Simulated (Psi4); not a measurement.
# CH3BO (Borane carbonyl): wB97X-V/def2-TZVP

Aim: the vertical ionisation energy of CH3BO (Borane carbonyl) at wB97X-V/def2-TZVP, from 2 runs. 

The results are computed with Psi4 1.11.

5 further runs of the same task are left out: 2 that didn't finish, 3 set aside as unsound or not needed. Runs told in other sessions of the task aren't counted.

## (1) The structure to begin with

CH3BO has 6 atoms, charge 0, and is taken as a singlet. As SMILES, `[BH3-]C#[O+]`. The coordinates come from a PBE0-D4/def2-TZVP relaxation.

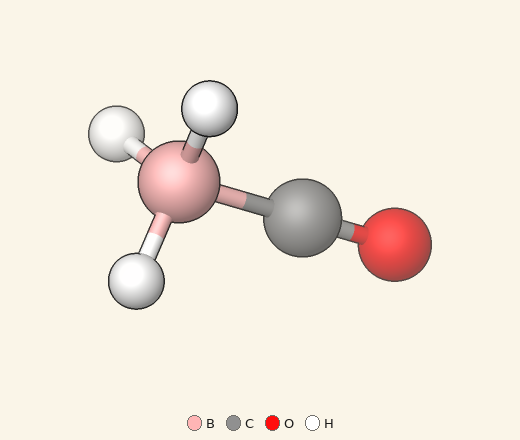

Viewed from a chosen angle; boron pink, carbon grey, oxygen red, hydrogen white.

## (2) A single-point energy at wB97X-V/def2-TZVP

ch3bo.xyz reads:

```xyz
6
CH3BO
B     -0.275160     0.419730    -0.199910
C      0.494180    -0.755680     0.359250
O      1.068320    -1.631140     0.776320
H     -1.437140     0.121710    -0.050320
H      0.069540     0.485120    -1.356800
H      0.080260     1.360240     0.471460
```

ch3bo.py reads:

```python
import psi4

psi4.set_memory('2200 MB')
psi4.set_num_threads(1)
psi4.core.set_output_file('run.log', False)

with open('ch3bo.xyz') as f:
    atoms = ''.join(f.readlines()[2:])
m = psi4.geometry('0 1\n' + atoms + 'symmetry c1\nno_reorient\nno_com')

psi4.set_options({
    'basis': 'def2-TZVP',
    'puream': True,
    'e_convergence': 1e-09,
    'd_convergence': 1e-08,
    'scf_type': 'pk',
    'dft_radial_points': 99,
    'dft_spherical_points': 590,
})

e = psi4.energy("wb97x-v", molecule=m)
print(f'total energy {e:.8f} hartree = {e * 27.211386:.5f} eV')
```

The run is started by

```console
python ch3bo.py
```

run.log, cut to the lines that bear on the results:

```text
[...]
  Running in c1 symmetry.
[...]
  Nuclear repulsion =   56.830250486033535
[...]
  Multiplicity = 1
[...]
  Nalpha       = 11
  Nbeta        = 11
[...]
    Number of basis functions: 111
[...]
   @RKS iter   1:  -139.89324800953349   -7.71781e-01   3.70400e-03 ADIIS/DIIS
[...]
   @RKS iter  10:  -139.97477847339428   -1.64846e-11   3.86602e-09 DIIS
[...]
    Orbital Energies [Eh]
    ---------------------
    Doubly Occupied:
       1A    -19.350883     2A    -10.444734     3A     -6.802407
       4A     -1.331719     5A     -0.790430     6A     -0.689684
       7A     -0.631531     8A     -0.631524     9A     -0.508718
      10A     -0.440621    11A     -0.440620
[...]
  @RKS Final Energy:  -139.97477847339428
   => Energetics <=
    Nuclear Repulsion Energy =             56.8302504860335347
    One-Electron Energy =                -300.6730625847659439
    Two-Electron Energy =                 117.0210104222657321
    DFT Exchange-Correlation Energy =     -13.2428966224913811
    Empirical Dispersion Energy =           0.0000000000000000
    VV10 Nonlocal Energy =                  0.0899198255637416
    Total Energy =                       -139.9747784733942808
[...]
 Multipole Moments:
 ------------------------------------------------------------------------------------
     Multipole            Electronic (a.u.)      Nuclear  (a.u.)        Total (a.u.)
 ------------------------------------------------------------------------------------
 L = 1.  Multiply by 2.5417464519 to convert [e a0] to [Debye]
 Dipole X            :        -16.4002586           16.7212416            0.3209831
 Dipole Y            :         25.0535051          -25.5443351           -0.4908300
 Dipole Z            :        -11.9191977           12.1525453            0.2333475
 Magnitude           :                                                    0.6311857
[...]
```

Standard output:

```text
total energy -139.97477847 hartree = -3808.90773 eV
```

It took 66 s on 1 thread of Intel Xeon Platinum 8488C (Sapphire Rapids), shared host; peak memory 0.98 GiB.

## (3) The doublet cation, same level

ch3bo.xyz is that of step 2.

run.py reads:

```python
import numpy as np
from ase.calculators.psi4 import Psi4
from ase.io import read

mol = read('ch3bo.xyz')
calc = Psi4(atoms=mol, method='wb97x-v', basis='def2-TZVP', memory='2200MB', num_threads=1, charge=1, multiplicity=2, label='calc', reference='uks')
calc.psi4.set_options({'puream': True, 'e_convergence': 1e-09, 'd_convergence': 1e-08, 'scf_type': 'pk', 'dft_radial_points': 99, 'dft_spherical_points': 590, 'maxiter': 100})
mol.calc = calc

print(f'energy: {mol.get_potential_energy():.6f} eV')
```

The run is started by

```console
python run.py
```

calc.dat, cut to the lines that bear on the results:

```text
[...]
  Running in c1 symmetry.
[...]
  Nuclear repulsion =   56.830250486033535
[...]
  Multiplicity = 2
[...]
  Nalpha       = 11
  Nbeta        = 10
[...]
    Number of basis functions: 111
[...]
   @UKS iter   1:  -139.47148237786135   -3.50015e-01   2.51786e-03 ADIIS/DIIS
[...]
   @UKS iter  27:  -139.52414054122067   -3.14060e-11   6.13143e-09 DIIS
[...]
   @S^2 Observed:                7.589717843E-01
[...]
    Orbital Energies [Eh]
    ---------------------
    Alpha Occupied:
       1A    -19.610319     2A    -10.695220     3A     -7.135124
       4A     -1.576207     5A     -1.082638     6A     -0.937834
       7A     -0.882226     8A     -0.872361     9A     -0.829575
      10A     -0.777707    11A     -0.738379
    Alpha Virtual:
      12A     -0.221954    13A     -0.211654    14A     -0.101320
      15A     -0.047950    16A     -0.034028    17A     -0.032093
      18A     -0.008995    19A      0.002966    20A      0.013590
      21A      0.108516    22A      0.110531    23A      0.115653
      24A      0.138583    25A      0.195856    26A      0.278156
[...]
  @UKS Final Energy:  -139.52414054122067
   => Energetics <=
    Nuclear Repulsion Energy =             56.8302504860335347
    One-Electron Energy =                -294.6188888881891330
    Two-Electron Energy =                 111.2556022017285215
    DFT Exchange-Correlation Energy =     -13.0779987223875249
    Empirical Dispersion Energy =           0.0000000000000000
    VV10 Nonlocal Energy =                  0.0868943815939168
    Total Energy =                       -139.5241405412206745
  UHF NO Occupations:
  HONO-2 :    9  A 1.9991305
  HONO-1 :   10  A 1.9972776
[...]
 Multipole Moments:
 ------------------------------------------------------------------------------------
     Multipole            Electronic (a.u.)      Nuclear  (a.u.)        Total (a.u.)
 ------------------------------------------------------------------------------------
 L = 1.  Multiply by 2.5417464519 to convert [e a0] to [Debye]
 Dipole X            :          1.1729906           -1.7680871           -0.5950965
 Dipole Y            :         -1.4683920            2.7021024            1.2337104
 Dipole Z            :          0.9430193           -1.2851222           -0.3421029
 Magnitude           :                                                    1.4118129
[...]
```

Standard output:

```text
energy: -3796.645248 eV
```

It took 3 min on 1 thread of Intel Xeon Platinum 8488C (Sapphire Rapids), shared host; peak memory 0.99 GiB.

## (4) Outcome

Level: wB97X-V/def2-TZVP.

| quantity | value |
| --- | --- |
| singlet CH3BO: total energy | -139.97478 Eh |
| singlet CH3BO: dipole moment | 1.60 D |
| singlet CH3BO: HOMO energy | -11.99 eV |
| singlet CH3BO: LUMO energy | 0.97 eV |
| singlet CH3BO: HOMO–LUMO gap | 12.96 eV |
| doublet cation: total energy | -139.52414 Eh |
| doublet cation: HOMO energy (highest over α and β) | -19.48 eV |
| doublet cation: LUMO energy (lowest over α and β) | -12.55 eV |
| doublet cation: ⟨S²⟩ | 0.759 |
| vertical ionisation energy (to the doublet cation) | 12.262 eV |

In words: Removing an electron at fixed nuclei costs 12.26 eV (283 kcal/mol). The negative HOMO energy of the first species, 11.99 eV, lies 0.27 eV below that difference. With no_com the log's rotational constants are taken about the origin, not the centre of mass, so they aren't the molecule's.
